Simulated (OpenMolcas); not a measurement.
**Pd²⁺ in CaF2: CASSCF and CASPT2 levels and susceptibility**

Which state of Pd²⁺ lies lowest among these ligands, how large is the field, and what χT follows?

Program: OpenMolcas 26.06. Level of theory: state-averaged CASSCF and CASPT2, spin-orbit coupling by RASSI with atomic mean-field integrals. These are calculated values, not measurements, unless marked.

### 1 The system

```
Species                           : Pd²⁺ (palladium, Z = 46, 44 electrons)
Basis                             : ANO-RCC-VTZP [7s6p4d2f1g], 180 functions with the ligands
Scalar Hamiltonian                : DKH2, point nucleus
Inactive shells                   : 1s 2s 2p 3s 3p 3d 4s 4p of the metal, and all ligand shells
Active space                      : 8 electrons in 5 orbitals (4d)
Some configurations of this space : 4d⁸
Orbitals                          : optimised for each spin and parity, averaged over all roots
```

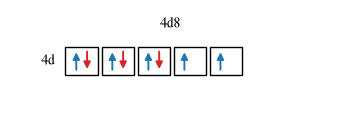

The shells outside the core, filled by Hund's rule for the drawing.

Pd²⁺ is taken with its 8 nearest fluoride ions at 2.323 Å, on the cation site of CaF2 (a = 5.46294 Å). The rest of the host is ab initio model potentials to 7.6 Å and point charges beyond; the distance is set by hand, nothing relaxes, and no local charge compensation is placed. Ligand basis ANO-RCC-VDZP.

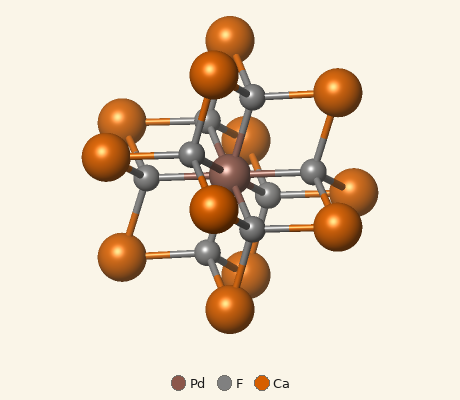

The cluster and the nearest host cations, which are model potentials (palladium brown, fluorine grey, calcium orange); what lies farther out is not drawn.

```xyz
21

Pd    0.0000    0.0000    0.0000
F     1.3412    1.3412    1.3412
F     1.3412    1.3412   -1.3412
F     1.3412   -1.3412    1.3412
F     1.3412   -1.3412   -1.3412
F    -1.3412    1.3412    1.3412
F    -1.3412    1.3412   -1.3412
F    -1.3412   -1.3412    1.3412
F    -1.3412   -1.3412   -1.3412
Ca    0.0000    2.7315   -2.7315
Ca    0.0000   -2.7315    2.7315
Ca    0.0000    2.7315    2.7315
Ca    0.0000   -2.7315   -2.7315
Ca    2.7315   -2.7315    0.0000
Ca   -2.7315    2.7315    0.0000
Ca    2.7315    0.0000   -2.7315
Ca   -2.7315    0.0000    2.7315
Ca    2.7315    0.0000    2.7315
Ca   -2.7315    0.0000   -2.7315
Ca    2.7315    2.7315    0.0000
Ca   -2.7315   -2.7315    0.0000
```

Each step is its own input file, run in one work folder so that later steps find the files of earlier ones. Labels, J, g values, rates, χT and fits are worked out afterwards by a script from the matrices that RASSI stores.

### 2 One- and two-electron integrals

The input, a.inp:

```
&GATEWAY
Basis set
Pd.ANO-RCC-VTZP.
Pd1 0.0 0.0 0.0 Angstrom
End of basis
Basis set
F.ANO-RCC-VDZP.
L1 1.341185 1.341185 1.341185 Angstrom
L2 1.341185 1.341185 -1.341185 Angstrom
L3 1.341185 -1.341185 1.341185 Angstrom
L4 1.341185 -1.341185 -1.341185 Angstrom
End of basis
Basis set
Ca.EMB-AIMP.Pascual.0s.0s.ECP.CaF2.
PseudoCharge
* 21 symmetry-unique lattice sites within 7.6 angstrom
End of basis
Basis set
F.EMB-AIMP.Pascual.0s.0s.ECP.CaF2.
PseudoCharge
* 40 symmetry-unique lattice sites within 7.6 angstrom
End of basis
Symmetry
XYZ
AngMom=0.0 0.0 0.0
AMFI
RICD
XField
1348 Angstrom 0
* Evjen-weighted lattice charges
&SEWARD
```

The run is started by

```console
$ OMP_NUM_THREADS=1 MOLCAS_MEM=2457 MOLCAS_PROJECT=a pymolcas a.inp > a.log
```

What it wrote:

```text
Basis set label: PD.ANO-RCC...7S6P4D2F1G.

      Electronic valence basis set:
      ------------------
      Associated Effective Charge  46.000000 au
      Associated Actual Charge     46.000000 au
      Nuclear Model: Point charge

      Shell  nPrim  nBasis  Cartesian Spherical Contaminant
         s      21       7        X
         p      18       6        X
         d      13       4                 X
         f       6       2                 X
         g       4       1                 X
                  Relativistic Douglas-Kroll-Hess integrals:
                    - DKH order of Hamiltonian: 2
                    - DKH order of Properties : 0
                  Atomic mean-field integrals
```

### 3 Reference wave functions, triplets, 10 roots

The input, a.inp:

```
&RASSCF
FileOrb=start.orb
Symmetry=1
Spin=3
nActEl=8 0 0
Inactive=29 29
Ras2=5 0
CIRoot=10 10 1
SDav=10
CIMx=300
Iter=150 100
PrWF=0.3
OrbListing=Nothing
MaxOrb=1
LevShft=1.0
>>> COPY $Project.JobIph JOB001
```

start.orb holds start orbitals that the driver prepared beforehand, or those of the step before.

What it wrote (excerpt; [...] marks lines left out):

```text
[...]
      Number of active orbitals                  5
[...]
      Spin quantum number                      1.0
[...]
      Active orbitals                            5   0
[...]
      Number of CSFs                            10
      Number of root(s) required                10
[...]
      Convergence after 13 iterations
[...]
      Natural orbitals and occupation numbers for root  1
      sym 1:   1.014973   1.985027   1.985027   1.014973   2.000000
      Natural orbitals and occupation numbers for root  2
      sym 1:   2.000000   1.052845   1.052845   1.947155   1.947155
      Natural orbitals and occupation numbers for root  3
      sym 1:   1.014324   1.985676   1.014324   2.000000   1.985676
::    RASSCF root number  1 Total energy:  -5839.95852085
::    RASSCF root number  2 Total energy:  -5839.95852085
::    RASSCF root number  3 Total energy:  -5839.95852085
[...]
::    RASSCF root number  7 Total energy:  -5839.90547790
::    RASSCF root number  8 Total energy:  -5839.87584391
::    RASSCF root number  9 Total energy:  -5839.87584391
::    RASSCF root number 10 Total energy:  -5839.87584391
```

### 4 Reference wave functions, singlets, 15 roots

The input, a.inp:

```
&RASSCF
FileOrb=start.orb
Symmetry=1
Spin=1
nActEl=8 0 0
Inactive=29 29
Ras2=5 0
CIRoot=15 15 1
SDav=15
CIMx=300
Iter=150 100
PrWF=0.3
OrbListing=Nothing
MaxOrb=0
LevShft=1.0
>>> COPY $Project.JobIph JOB002
```

What it wrote (excerpt; [...] marks lines left out):

```text
[...]
      Number of active orbitals                  5
[...]
      Spin quantum number                      0.0
[...]
      Active orbitals                            5   0
[...]
      Number of CSFs                            15
      Number of root(s) required                15
[...]
      Convergence after  9 iterations
[...]
      Natural orbitals and occupation numbers for root  1
      sym 1:   0.981862   1.317684   1.997697   1.936340   1.766417
      Natural orbitals and occupation numbers for root  2
      sym 1:   1.942534   0.965387   1.353264   1.741882   1.996934
      Natural orbitals and occupation numbers for root  3
      sym 1:   1.963671   1.444954   1.677047   0.921410   1.992919
::    RASSCF root number  1 Total energy:  -5839.89878857
::    RASSCF root number  2 Total energy:  -5839.89878857
::    RASSCF root number  3 Total energy:  -5839.89878857
[...]
::    RASSCF root number 12 Total energy:  -5839.85149743
::    RASSCF root number 13 Total energy:  -5839.83543499
::    RASSCF root number 14 Total energy:  -5839.83543499
::    RASSCF root number 15 Total energy:  -5839.72755815
```

### 5 State interaction with spin-orbit coupling

The input, a.inp:

```
&RASSI
NrOfJobIphs=2 10 15
1 2 3 4 5 6 7 8 9 10
1 2 3 4 5 6 7 8 9 10 11 12 13 14 15
IphNames
JOB001
JOB002
EJob
SpinOrbit
DIPRint=1.0
SOCoupling=1000.0
Subsets=2
Property=9
'ANGMOM' 1 'ANGMOM' 2 'ANGMOM' 3 'MLTPL  1' 1 'MLTPL  1' 2 'MLTPL  1' 3
'AMFI' 1 'AMFI' 2 'AMFI' 3
SOProperty=3
'ANGMOM' 1 'ANGMOM' 2 'ANGMOM' 3
```

What it wrote (excerpt; [...] marks lines left out):

```text
SPIN-FREE ENERGIES:
  (Shifted by EMIN (a.u.) =      -5839.9585208453)
 SF State       Relative EMIN(au)   Rel lowest level(eV)    D:o, cm**(-1)
     1             0.0000000000        0.0000000000              0.0000
     2             0.0000000000        0.0000000000              0.0000
     3             0.0000000000        0.0000000000              0.0000
     4             0.0244930145        0.6664888782           5375.5953
     5             0.0244930145        0.6664888782           5375.5953
     6             0.0244930145        0.6664888782           5375.5953
     7             0.0530429410        1.4433719565          11641.5799
    11             0.0597322789        1.6253981113          13109.7199
    12             0.0597322789        1.6253981113          13109.7199
    13             0.0597322789        1.6253981113          13109.7199
[...]
Eigenvalues of complex Hamiltonian:
   -----------------------------------
  (Shifted by EMIN (a.u.) =      -5839.9585208453)
 SO State       Relative EMIN(au)   Rel lowest level(eV)    D:o, cm**(-1)
     1            -0.0102972022        0.0000000000              0.0000
     2            -0.0066827713        0.0983536763            793.2759
     3            -0.0066827713        0.0983536763            793.2759
     4            -0.0066827712        0.0983536764            793.2759
     5            -0.0011585297        0.2486759470           2005.7068
     6            -0.0011585297        0.2486759470           2005.7068
     7             0.0024950904        0.3480960151           2807.5837
     8             0.0024950904        0.3480960150           2807.5837
     9             0.0024950904        0.3480960150           2807.5837
    10             0.0229059886        0.9035048496           7287.2581
    11             0.0229059886        0.9035048496           7287.2581
[...]
```

Time for these steps: 32 s (1 thread of Arm Neoverse V2, shared host).

States without spin-orbit coupling:

```csv
state,degeneracy,E (cm-1),free-ion L (%)
3T1,3,0,F (98)
3T2,3,5376,F (100)
3A2,1,11642,F (100)
1T2,3,13110,D (83)
1E,2,13743,D (68)
3T1,3,18145,P (98)
1T2,3,21279,G (83)
1A1,1,23367,G (94)
1T1,3,23489,G (100)
1E,2,27014,G (68)
1A1,1,50690,S (94)
```

With spin-orbit coupling:

```json
{"E (cm-1)": "0.0", "Degeneracy": "1", "Label": "A1", "2S+1": "3"}
{"E (cm-1)": "793.3", "Degeneracy": "3", "Label": "T1", "2S+1": "3"}
{"E (cm-1)": "2006", "Degeneracy": "2", "Label": "E", "2S+1": "3"}
{"E (cm-1)": "2808", "Degeneracy": "3", "Label": "T2", "2S+1": "3"}
{"E (cm-1)": "7287", "Degeneracy": "3", "Label": "T2", "2S+1": "3"}
{"E (cm-1)": "7552", "Degeneracy": "3", "Label": "T1", "2S+1": "3"}
{"E (cm-1)": "8150", "Degeneracy": "2", "Label": "E", "2S+1": "3"}
{"E (cm-1)": "8382", "Degeneracy": "1", "Label": "A2", "2S+1": "3"}
{"E (cm-1)": "13603", "Degeneracy": "3", "Label": "T2", "2S+1": "3"}
{"E (cm-1)": "15340", "Degeneracy": "2", "Label": "E", "2S+1": "1"}
{"E (cm-1)": "16015", "Degeneracy": "3", "Label": "T2", "2S+1": "1"}
{"E (cm-1)": "20219", "Degeneracy": "3", "Label": "T2", "2S+1": "3"}
{"E (cm-1)": "20487", "Degeneracy": "2", "Label": "E", "2S+1": "3"}
{"E (cm-1)": "21111", "Degeneracy": "3", "Label": "T1", "2S+1": "3"}
{"E (cm-1)": "21330", "Degeneracy": "1", "Label": "A1", "2S+1": "3"}
{"E (cm-1)": "23926", "Degeneracy": "3", "Label": "T2", "2S+1": "1"}
{"E (cm-1)": "25821", "Degeneracy": "1", "Label": "A1", "2S+1": "1"}
{"E (cm-1)": "25846", "Degeneracy": "3", "Label": "T1", "2S+1": "1"}
{"E (cm-1)": "29596", "Degeneracy": "2", "Label": "E", "2S+1": "1"}
{"E (cm-1)": "53345", "Degeneracy": "1", "Label": "A1", "2S+1": "1"}
```

Powder χT (cm³ K/mol): 0.01 at 2 K, 0.03 at 5 K, 0.06 at 10 K, 0.12 at 20 K, 0.30 at 50 K, 0.59 at 100 K, 0.89 at 150 K, 1.17 at 200 K, 1.44 at 250 K, 1.67 at 300 K.

A ligand-field fit to the states below 45000 cm-1 gives 10Dq = -6272 cm-1, B = 910 cm-1 and C = 3615 cm-1 (C/B = 3.97), with a deviation of 36 cm-1.

The orbitals of the open shell are 94 to 98 % metal; the Mulliken charge of the metal is +1.58 e.

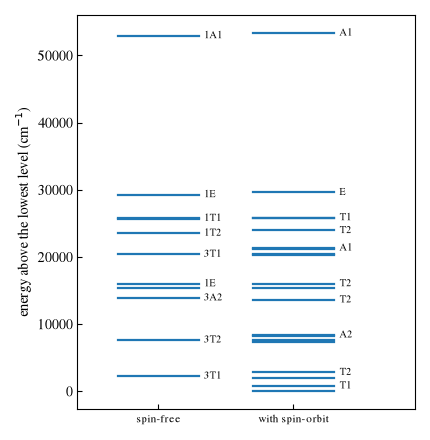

The states in the field without (left) and with (right) spin-orbit coupling.

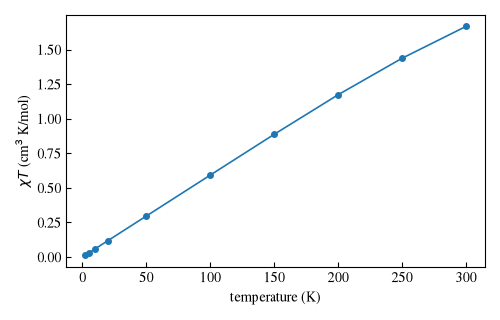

χT against temperature.

### 6 CASPT2: IPEA 0.25, imaginary shift 0.1 (closed shells correlated: 4s 4p of the metal, with ligand shells; the Frozen line counts the rest)

The input, a.inp:

```
>>> COPY JOB001 $Project.JobIph
&CASPT2
Multistate=10 1 2 3 4 5 6 7 8 9 10
NoMult
Frozen=12 10
IPEA=0.25
Imaginary=0.1
MaxIter=60
WThr=0.0 0.3 0.05
PrWF=0.5
NoMix
>>> COPY JOB002 $Project.JobIph
&CASPT2
Multistate=15 1 2 3 4 5 6 7 8 9 10 11 12 13 14 15
NoMult
Frozen=12 10
IPEA=0.25
Imaginary=0.1
MaxIter=60
WThr=0.0 0.3 0.05
PrWF=0.5
NoMix
```

The run is started by

```console
$ OMP_NUM_THREADS=1 MOLCAS_MEM=2457 MOLCAS_PROJECT=a pymolcas a.inp > a.log
```

What it wrote (excerpt; [...] marks lines left out):

```text
[...]
      Active orbitals                            5   0
[...]
      E2 (Variational):          -2.1747066241
      Total energy:           -5842.1332274694
[...]
::    CASPT2 Root  1     Total energy:  -5842.13322747
::    CASPT2 Root  2     Total energy:  -5842.13390463
[...]
::    CASPT2 Root 12     Total energy:  -5842.04134564
::    CASPT2 Root 13     Total energy:  -5842.01324254
::    CASPT2 Root 14     Total energy:  -5842.01326680
::    CASPT2 Root 15     Total energy:  -5841.93816656
```

Time for this run: 3.1 min (1 thread of Arm Neoverse V2, shared host).

SS-CASPT2: lowest energy less the reference's lowest, -2.1749 hartree; reference weights 0.673 to 0.685.

States without spin-orbit coupling:

```
state  degeneracy  E (cm-1)  free-ion L (%)
  3T1           3         0          F (98)
  3T2           3      6224         F (100)
  1T2           3      8928          D (83)
   1E           2      9848          D (68)
  3A2           1     14808         F (100)
  3T1           3     15152          P (98)
  1T2           3     17624          G (83)
  1A1           1     18438          G (94)
  1T1           3     20383         G (100)
   1E           2     26380          G (68)
  1A1           1     42860          S (94)
```

With spin-orbit coupling:

```tsv
E (cm-1)	Degeneracy	Label	2S+1
0	1	A1	3
840	3	T1	3
2100	2	E	3
2850	3	T2	3
7570	3	T2	3
8380	3	T1	3
8700	2	E	3
9250	1	A2	3
11720	3	T2	1
11820	2	E	1
17090	3	T2	3
17250	3	T2	3
17430	2	E	3
18140	3	T1	3
18220	1	A1	3
20700	3	T2	1
21010	1	A1	1
22780	3	T1	1
28960	2	E	1
45610	1	A1	1
```

Powder χT (cm³ K/mol): 0.01 at 2 K, 0.03 at 5 K, 0.06 at 10 K, 0.11 at 20 K, 0.28 at 50 K, 0.55 at 100 K, 0.82 at 150 K, 1.09 at 200 K, 1.35 at 250 K, 1.57 at 300 K.

A ligand-field fit to the states below 45000 cm-1 gives 10Dq = -8209 cm-1, B = 635 cm-1 and C = 2925 cm-1 (C/B = 4.61), with a deviation of 393 cm-1.

### 7 The methods side by side

A. CASSCF
B. SS-CASPT2, IPEA 0.25, imaginary shift 0.1 (closed shells correlated: 4s 4p of the metal, with ligand shells; the Frozen line counts the rest)

| method | ground state | first state of that spin (cm-1) | first gap with spin-orbit (cm-1) | χT at 300 K |
| --- | --- | --- | --- | --- |
| A | 3T1 | 3T2 5376 | 793.3 | 1.67 |
| B | 3T1 | 3T2 6224 | 843.2 | 1.57 |

### 8 What came out

```
                                            quantity                                                                                                                                          value
                                              method  SS-CASPT2, IPEA 0.25, imaginary shift 0.1 (closed shells correlated: 4s 4p of the metal, with ligand shells; the Frozen line counts the rest)
                              spin-free ground state                                                                                                                3T1, 3-fold in its orbital part
first state of the same spin within the active space                                                                                                                               3T2 at 6220 cm⁻¹
                                        lowest level                                                                                                                                      1-fold A1
                                          next level                                                                                                                                     843.2 cm⁻¹
                                         χT at 300 K                                                                                                                                 1.57 cm³ K/mol
                           effective moment at 300 K                                                                                                                                        3.54 μB
```

Cost by method:

| method | time of its own steps | time with the reference |
| --- | --- | --- |
| A. CASSCF | 32 s | 32 s |
| B. SS-CASPT2, IPEA 0.25, imaginary shift 0.1, +4s 4p | 3.1 min | 3.7 min |

Times are of one thread on a shared host.

In words: The spin-free ground state (3T1) comes to 98 % from free-ion F terms and keeps the highest spin of the shell. χT at 300 K is 1.57, against 1.00 cm³ K/mol for the spin alone, so orbital moment adds to it. A ligand-field fit to the states below 45000 cm-1 gives 10Dq = -8209 cm-1, B = 635 cm-1 and C = 2925 cm-1 (C/B = 4.61), with a deviation of 393 cm-1. CASPT2 does not keep the components of a term degenerate, and the means are used.
